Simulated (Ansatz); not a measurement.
C$_{3}$H$_{6}$OS: several calculations on one system

**1. Relaxation**

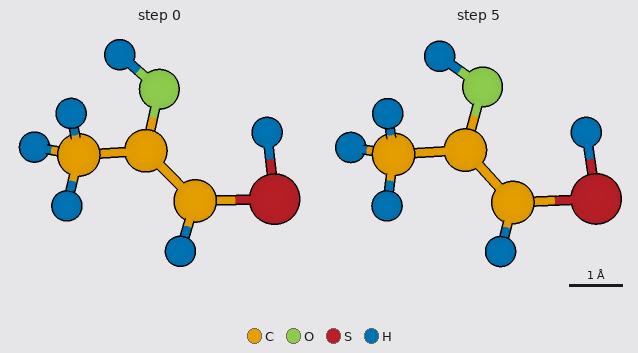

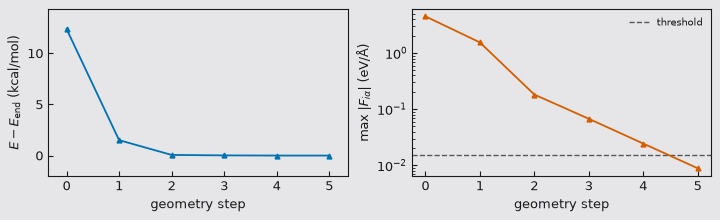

First and last geometry of a relaxation of C$_{3}$H$_{6}$OS, with the history of the run. The picture is a ball-and-stick view, seen at a tilt.

The run prepares an end point of a later path (torsion) calculation, from a guessed geometry.

All numbers below come from Ansatz 0.2.0, RKS PBE0/STO-3G.

The input:
```yaml
crystal:
  periodic: [false, false, false]
  atoms:
    - { symbol: C, position_ang: [-1.1584, 0.5135, 0.5933] }
    - { symbol: C, position_ang: [0.077, 0.0457, 0.0066] }
    - { symbol: O, position_ang: [1.1628, 0.8479, 0.1916] }
    - { symbol: C, position_ang: [0.2415, -1.1005, -0.6659] }
    - { symbol: S, position_ang: [1.6485, -1.7189, -1.3477] }
    - { symbol: H, position_ang: [-2.0432, -0.1055, 0.3861] }
    - { symbol: H, position_ang: [-1.0885, 0.6803, 1.6697] }
    - { symbol: H, position_ang: [-1.4171, 1.5481, 0.1383] }
    - { symbol: H, position_ang: [0.9322, 1.6527, 0.7501] }
    - { symbol: H, position_ang: [-0.7121, -1.7253, -0.7866] }
    - { symbol: H, position_ang: [2.4227, -0.6951, -0.9149] }
basis:
  gaussian: { orbitals: STO-3G }
hamiltonian:
  xc: pbe0
relax:
  f_tol: 0.015
  max_steps: 40
```

Launched with:
```bash
ansatz run input.yaml --threads 1 --pin off --max-ram 2048MiB --backend cpu --events-out ev --progress --plain --runs-dir out
```

**Read the history and describe the run.**

It converged. After 5 geometry steps the energy has fallen by 12.4 kcal/mol. The largest force component goes from 4.5 to 0.0089 eV/Å. The atom that moves furthest after the best rigid fit is O3 (0.10 Å). Largest moves by element: O 0.10 Å, C 0.08 Å, H 0.07 Å, S 0.05 Å. Some distances before and after: C1–C2 1.445 → 1.526 Å, C4–S5 1.681 → 1.761 Å, C1–H8 1.159 → 1.101 Å, C2–O3 1.363 → 1.419 Å. Bond angles that change, for instance: C2–O3–H9 111.3° → 103.2°, C2–C1–H6 115.4° → 110.1°, C2–C4–H10 114.7° → 119.6°.

Limits of the set-up: STO-3G is a minimal basis, so the numbers are rough.

**2. Relaxation**

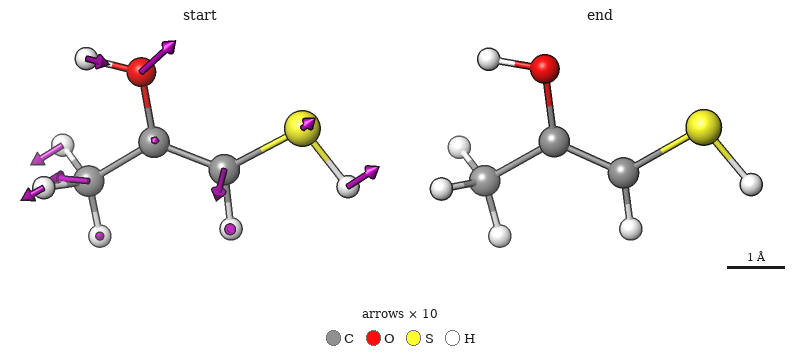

The structure of C3H6OS before (left) and after (right) a relaxation, at one scale. The purple arrows give the displacements, 10 times their true length.

The picture is a ball-and-stick view, seen at a tilt.

The run prepares an end point of a later path (torsion) calculation, from a guessed geometry.

Theory: RKS PBE0/STO-3G (Ansatz).

The input:
```yaml
crystal:
  periodic: [false, false, false]
  atoms:
    - { symbol: C, position_ang: [-1.1584, 0.5135, 0.5933] }
    - { symbol: C, position_ang: [0.077, 0.0457, 0.0066] }
    - { symbol: O, position_ang: [1.1628, 0.8479, 0.1916] }
    - { symbol: C, position_ang: [0.2415, -1.1005, -0.6659] }
    - { symbol: S, position_ang: [1.6485, -1.7189, -1.3477] }
    - { symbol: H, position_ang: [-2.0432, -0.1055, 0.3861] }
    - { symbol: H, position_ang: [-1.0885, 0.6803, 1.6697] }
    - { symbol: H, position_ang: [-1.4171, 1.5481, 0.1383] }
    - { symbol: H, position_ang: [0.9322, 1.6527, 0.7501] }
    - { symbol: H, position_ang: [-0.7121, -1.7253, -0.7866] }
    - { symbol: H, position_ang: [1.03466, -2.81318, -1.85821] }
basis:
  gaussian: { orbitals: STO-3G }
hamiltonian:
  xc: pbe0
relax:
  f_tol: 0.015
  max_steps: 40
```

Command:
```bash
ansatz run input.yaml --threads 1 --pin off --max-ram 2048MiB --backend cpu --events-out ev --progress --plain --runs-dir out
```

Q: Summarise the run.

A: The energy falls by 55.0 kJ/mol in 5 geometry steps. The largest force component goes from 4.9 to 0.014 eV/Å. O3 moves most after the best rigid fit: 0.10 Å. Largest moves by element: O 0.10 Å, C 0.08 Å, H 0.08 Å, S 0.04 Å. Near-neighbour distances that change, for instance: C4–S5 1.681 → 1.768 Å, C1–C2 1.445 → 1.527 Å, C1–H8 1.159 → 1.101 Å, C4–H10 1.146 → 1.091 Å. Among the angles between lasting bonds that change: C2–O3–H9 111.3° → 103.0°, C2–C4–S5 128.4° → 123.0°, C2–C1–H6 115.4° → 110.3°. Cost: 17 s on 1 thread of Intel(R) Xeon(R) Platinum 8259CL CPU @ 2.50GHz (Skylake/Cascade Lake), with other jobs on the host, peak memory 0.14 GiB.

Limits of the set-up: STO-3G is a minimal basis, so the numbers are rough.

**3. Path**

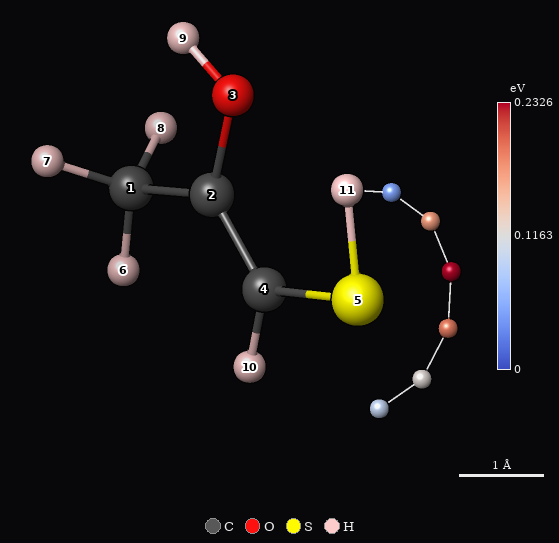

A search for the minimum-energy path of C$_{3}$H$_{6}$OS by the nudged elastic band. Images are numbered from 0 (start) to 6 (end). The start is drawn whole; smaller spheres mark the moving atoms (H) in the later images, joined by lines and coloured by the energy of the image relative to the start. The picture is a ball-and-stick view, seen from a free direction.

All numbers below come from RKS PBE0/STO-3G (Ansatz). Set-up: 5 movable images; climbing image; force threshold 0.05 eV/Å; iteration limit 60; starting path by image-dependent pair potential.

**What moves, how far, and at what cost in energy?**

The motion is a rotation about the C4–S5 bond by about 180°. No bond forms or breaks between the ends. Among the angles between lasting bonds that change up to the highest image: S5–C4–H10 115.7° → 118.8°. The highest point, image 3, lies 0.233 eV above the start and 0.136 eV above the end; the end is at +0.096 eV relative to the start. The band converged in 5 iterations, with a climbing image at the top. At the top, the vibrational analysis gives one imaginary mode (255i cm⁻¹), as a transition state must have.

Limits of the set-up: STO-3G is a minimal basis, so the numbers are rough.
